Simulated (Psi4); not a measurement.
# One shape, several levels: SiNH4O (SMILES N[SiH]O)

Wanted: a comparison of 4 runs (UHF/STO-3G, UHF/3-21G, UTPSSh/3-21G, UB3LYP/6-31G*) of SiNH4O. 

The calculation is run with Psi4 1.11.

3 further runs of the same task are left out: 3 that didn't finish.

## (1) The structure to begin with

SiNH4O has 7 atoms, charge 0, and is taken as a doublet. As SMILES, `N[SiH]O`. Geometry: relaxed at PBE0-D4/def2-TZVP. This is one conformer, not always the lowest.

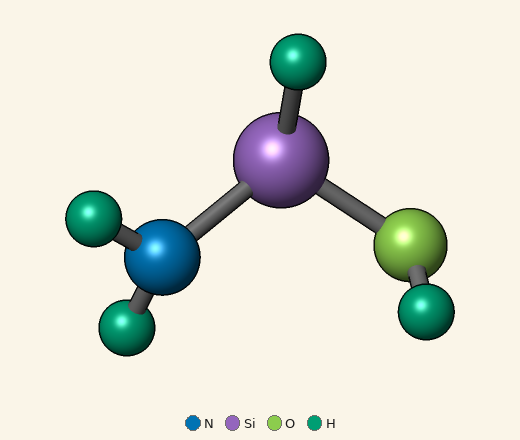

The structure, seen from a chosen angle (nitrogen blue, silicon purple, oxygen green, hydrogen teal).

## (2) Energy and gradient at UHF/STO-3G (run 1)

input.dat

```
memory 1600 mb

molecule geom {
  0 2
  N     -0.694900     0.548300    -0.575200
  Si     0.293100     0.159000     0.781300
  O      1.622900    -0.672400     0.270300
  H     -0.355900     1.168100    -1.294800
  H     -1.685800     0.673200    -0.432900
  H     -0.599100    -0.661900     1.664700
  H      1.480900    -1.282400    -0.459000
  units angstrom
  symmetry c1
  no_reorient
  no_com
}

set {
  basis STO-3G
  reference uhf
  puream true
  e_convergence 1e-09
  d_convergence 1e-08
  scf_type pk
  maxiter 200
}

e_tot, wfn = gradient('scf', return_wfn=True)
oeprop(wfn, 'MAYER_INDICES', 'MULLIKEN_CHARGES', 'WIBERG_LOWDIN_INDICES')
```

Started as:

```bash
$ psi4 input.dat output.dat -n 1
```

output.dat:

```text
[...]
  Running in c1 symmetry.
[...]
  Nuclear repulsion =  111.033668793337768
[...]
  Multiplicity = 2
[...]
  Nalpha       = 17
  Nbeta        = 16
[...]
    Number of basis functions: 23
[...]
   @UHF iter   1:  -415.40790780146011   -2.12503e+00   1.24094e-02 ADIIS/DIIS
[...]
   @UHF iter  13:  -415.47336354443968   -3.97904e-13   4.25989e-09 DIIS
[...]
   @S^2 Observed:                7.525886896E-01
[...]
  @UHF Final Energy:  -415.47336354443968
   => Energetics <=
    Nuclear Repulsion Energy =            111.0336687933377675
    One-Electron Energy =                -799.4309498509126115
    Two-Electron Energy =                 272.9239175131352226
    Total Energy =                       -415.4733635444396782
  UHF NO Occupations:
  HONO-2 :   15  A 1.9996013
  HONO-1 :   16  A 1.9993392
[...]
 Multipole Moments:
 ------------------------------------------------------------------------------------
     Multipole            Electronic (a.u.)      Nuclear  (a.u.)        Total (a.u.)
 ------------------------------------------------------------------------------------
 L = 1.  Multiply by 2.5417464519 to convert [e a0] to [Debye]
 Dipole X            :        -21.2932882           20.9049063           -0.3883819
 Dipole Y            :         -0.6214664            1.0996316            0.4781652
 Dipole Z            :        -16.2174222           16.1613158           -0.0561065
 Magnitude           :                                                    0.6185712
[...]
  -Total Gradient:
     Atom            X                  Y                   Z
    ------   -----------------  -----------------  -----------------
       1       -0.005842321937     0.015136633724    -0.001840862361
       2        0.029354135489     0.002539871276    -0.026861879469
       3       -0.024261514965    -0.006671423355    -0.018888549217
       4       -0.000598249476    -0.008080766177     0.006220175181
       5        0.008497142195    -0.004566974375     0.000626233983
       6       -0.019736123753    -0.013131838514     0.020009772253
       7        0.012586932450     0.014774497421     0.020735109632
[...]
```

Wall time 2.1 s (1 thread of AMD EPYC 7B13 (Zen 3), shared host); peak memory 0.18 GiB.

## (3) Energy and forces at UHF/3-21G (run 2)

input.in

```
memory 1600 mb

molecule molecule1 {
  0 2
  N
  Si 1 R2
  O 2 R3 1 A3
  H 1 R4 2 A4 3 D4
  H 1 R5 4 A5 2 D5
  H 2 R6 3 A6 1 D6
  H 3 R7 2 A7 6 D7

  R2 = 1.722728
  R3 = 1.649459
  A3 = 109.41018
  R4 = 1.008413
  A4 = 120.53013
  D4 = -64.39333
  R5 = 1.008827
  A5 = 110.77865
  D5 = 145.09283
  R6 = 1.500098
  A6 = 112.71261
  D6 = 115.50188
  R7 = 0.961323
  A7 = 115.83471
  D7 = 79.12854
  units angstrom
  symmetry c1
}

set {
  reference     uhf
  puream        true
  e_convergence 1e-09
  d_convergence 1e-08
  scf_type      pk
  maxiter       200
}

e, wfn = gradient('hf/3-21G', return_wfn=True)
oeprop(wfn, 'WIBERG_LOWDIN_INDICES', 'LOWDIN_CHARGES', 'DIPOLE')
print_variables()
```

Started as:

```bash
$ psi4 -n 1 input.in input.out
```

input.out:

```text
[...]
  Running in c1 symmetry.
[...]
  Nuclear repulsion =  111.033663723902166
[...]
  Multiplicity = 2
[...]
  Nalpha       = 17
  Nbeta        = 16
[...]
    Number of basis functions: 39
[...]
   @UHF iter   1:  -418.22987010879609   -7.54404e-01   1.24335e-02 ADIIS/DIIS
[...]
   @UHF iter  14:  -418.33395427484720   -6.82121e-13   4.88917e-09 DIIS
[...]
   @S^2 Observed:                7.533839681E-01
[...]
  @UHF Final Energy:  -418.33395427484720
   => Energetics <=
    Nuclear Repulsion Energy =            111.0336637239021655
    One-Electron Energy =                -799.5804731364341933
    Two-Electron Energy =                 270.2128551376848691
    Total Energy =                       -418.3339542748472013
  UHF NO Occupations:
  HONO-2 :   15  A 1.9996014
  HONO-1 :   16  A 1.9989751
[...]
  -Total Gradient:
     Atom            X                  Y                   Z
    ------   -----------------  -----------------  -----------------
       1       -0.012002677513    -0.010674881237     0.019894727395
       2        0.002139698962    -0.026743873272    -0.014006715763
       3        0.001295024071     0.018144758477    -0.003314466000
       4        0.005706849814     0.001380812390     0.000037235690
       5        0.002960669268     0.006765023349     0.000018487322
       6       -0.001793592761    -0.000649105824    -0.000156969543
       7        0.001694028158     0.011777266120    -0.002472299100
[...]
 Multipole Moments:
 ------------------------------------------------------------------------------------
     Multipole            Electronic (a.u.)      Nuclear  (a.u.)        Total (a.u.)
 ------------------------------------------------------------------------------------
 L = 1.  Multiply by 2.5417464519 to convert [e a0] to [Debye]
 Dipole X            :          1.2633321           -1.2071784            0.0561537
 Dipole Y            :         -0.3161588            0.6099995            0.2938407
 Dipole Z            :          1.6648377           -2.5995815           -0.9347438
 Magnitude           :                                                    0.9814487
[...]
```

It took 2.6 s on 1 thread of AMD EPYC 7B13 (Zen 3), shared host; peak memory 0.18 GiB.

Run 3 isn't shown in full; the table further down has it.

## (4) Energy and gradient at UB3LYP/6-31G(d) (spherical functions) (run 4)

h4nosi.py

```python
import psi4

psi4.set_memory('1600 MB')
psi4.set_num_threads(1)
psi4.set_output_file('h4nosi.out', False)

m = psi4.geometry("""
0 2
N     -0.694900     0.548300    -0.575200
Si     0.293100     0.159000     0.781300
O      1.622900    -0.672400     0.270300
H     -0.355900     1.168100    -1.294800
H     -1.685800     0.673200    -0.432900
H     -0.599100    -0.661900     1.664700
H      1.480900    -1.282400    -0.459000
units angstrom
symmetry c1
no_reorient
no_com
""")

psi4.set_options({
    'basis': '6-31G*',
    'reference': 'uks',
    'puream': True,
    'e_convergence': 1e-09,
    'd_convergence': 1e-08,
    'scf_type': 'pk',
    'dft_radial_points': 99,
    'dft_spherical_points': 590,
    'maxiter': 200,
})

e_tot, wfn = psi4.gradient("b3lyp", return_wfn=True)
psi4.oeprop(wfn, "QUADRUPOLE", "MULLIKEN_CHARGES", "MAYER_INDICES", title="B3LYP")
print('gradient / Eh bohr^-1')
print(e_tot.np.round(6))
print(f'energy = {wfn.energy():.10f} Eh')
for k, v in sorted(psi4.core.scalar_variables().items()):
    print(f'{k:45s} {v:18.10f}')
```

Started as:

```bash
$ python h4nosi.py
```

h4nosi.out:

```text
[...]
  Running in c1 symmetry.
[...]
  Nuclear repulsion =  111.033668793337768
[...]
  Multiplicity = 2
[...]
  Nalpha       = 17
  Nbeta        = 16
[...]
    Number of basis functions: 54
[...]
   @UKS iter   1:  -421.50072812384747   -1.30531e-01   1.75329e-02 DIIS/ADIIS
[...]
   @UKS iter  13:  -421.87229425480132   -5.68434e-14   3.22961e-09 DIIS
[...]
   @S^2 Observed:                7.515895972E-01
[...]
  @UKS Final Energy:  -421.87229425480132
   => Energetics <=
    Nuclear Repulsion Energy =            111.0336687933377675
    One-Electron Energy =                -802.6918270655048673
    Two-Electron Energy =                 300.4736073671820122
    DFT Exchange-Correlation Energy =     -30.6877433498161984
    Empirical Dispersion Energy =           0.0000000000000000
    VV10 Nonlocal Energy =                  0.0000000000000000
    Total Energy =                       -421.8722942548013179
[...]
  -Total Gradient:
     Atom            X                  Y                   Z
    ------   -----------------  -----------------  -----------------
       1        0.003590773639     0.001960248555     0.005070612022
       2        0.001740834506    -0.005350384761    -0.011861901631
       3       -0.012526344780     0.000909532004    -0.002785447305
       4       -0.001369041110    -0.003227477413     0.003398424710
       5        0.004972212977    -0.000767250775    -0.000275827463
       6        0.002054067933     0.000715110045    -0.000461014242
       7        0.001525563391     0.005770129656     0.006914360120
[...]
 Multipole Moments:
 ------------------------------------------------------------------------------------
     Multipole            Electronic (a.u.)      Nuclear  (a.u.)        Total (a.u.)
 ------------------------------------------------------------------------------------
 L = 1.  Multiply by 2.5417464519 to convert [e a0] to [Debye]
 Dipole X            :        -21.5786654           20.9049063           -0.6737591
 Dipole Y            :         -0.9338529            1.0996316            0.1657787
 Dipole Z            :        -16.8983014           16.1613158           -0.7369856
 Magnitude           :                                                    1.0122163
 L = 2.  Multiply by 1.3450342976 to convert [e a0^2] to [Debye ang]
 Quadrupole XX       :       -131.3751789          111.3240749          -20.0511041
 Quadrupole XY       :         47.9342693          -49.2725811           -1.3383119
[...]
```

Standard output:

```text
gradient / Eh bohr^-1
[[ 0.003591  0.00196   0.005071]
 [ 0.001741 -0.00535  -0.011862]
 [-0.012526  0.00091  -0.002785]
 [-0.001369 -0.003227  0.003398]
 [ 0.004972 -0.000767 -0.000276]
 [ 0.002054  0.000715 -0.000461]
 [ 0.001526  0.00577   0.006914]]
energy = -421.8722942548 Eh
CURRENT ENERGY                                   -421.8722942548
CURRENT REFERENCE ENERGY                         -421.8722942548
DD SOLVATION ENERGY                                 0.0000000000
DFT FUNCTIONAL TOTAL ENERGY                      -421.8722942548
DFT TOTAL ENERGY                                 -421.8722942548
DFT VV10 ENERGY                                     0.0000000000
DFT XC ENERGY                                     -30.6877433498
GRID ELECTRONS ALPHA                               17.0000001413
GRID ELECTRONS BETA                                15.9999999584
GRID ELECTRONS TOTAL                               33.0000000996
NUCLEAR REPULSION ENERGY                          111.0336687933
ONE-ELECTRON ENERGY                              -802.6918270655
PCM POLARIZATION ENERGY                             0.0000000000
PE ENERGY                                           0.0000000000
SCF ITERATION ENERGY                             -421.8722942548
SCF ITERATIONS                                     13.0000000000
SCF TOTAL ENERGY                                 -421.8722942548
TWO-ELECTRON ENERGY                               300.4736073672
XC GRID RADIAL POINTS                              99.0000000000
XC GRID SPHERICAL POINTS                          590.0000000000
XC GRID TOTAL POINTS                           390805.0000000000
```

Wall time 22 s (1 thread of AMD EPYC 7B13 (Zen 3), shared host); peak memory 0.79 GiB.

## (5) Overview of the runs

```csv
run,level,task,integration grid,energy (Eh),dipole moment (D),HOMO energy (eV),LUMO energy (eV),wall time
1,UHF/STO-3G,gradient,–,-415.473364,1.57,-5.71,6.34,2.1 s
2,UHF/3-21G,gradient,–,-418.333954,2.49,-8.09,2.03,2.6 s
3,UTPSSh/3-21G,energy,99 radial × 590 angular,-419.622945,2.85,-4.43,-2.00,38 s
4,UB3LYP/6-31G* (spherical functions),gradient,99 radial × 590 angular,-421.872294,2.57,-4.90,-1.83,22 s
```

## (6) Outcome

| quantity | value |
| --- | --- |
| run 4: total energy | -421.87229 Eh |
| run 4: dipole moment | 2.57 D |
| run 4: HOMO energy (highest over α and β) | -4.90 eV |
| run 4: LUMO energy (lowest over α and β) | -1.83 eV |
| run 4: ⟨S²⟩ | 0.752 |
| run 4: largest force on an atom | 0.675 eV/Å |

What this shows: The dipole moment (its size) runs from 1.57 D (UHF/STO-3G) to 2.85 D (UTPSSh/3-21G). The two ends differ in method and basis. Totals of different functionals can't be ranked against each other. In run 1 the basis is minimal, so the values are rough. All runs together took 65 s, the longest 38 s.
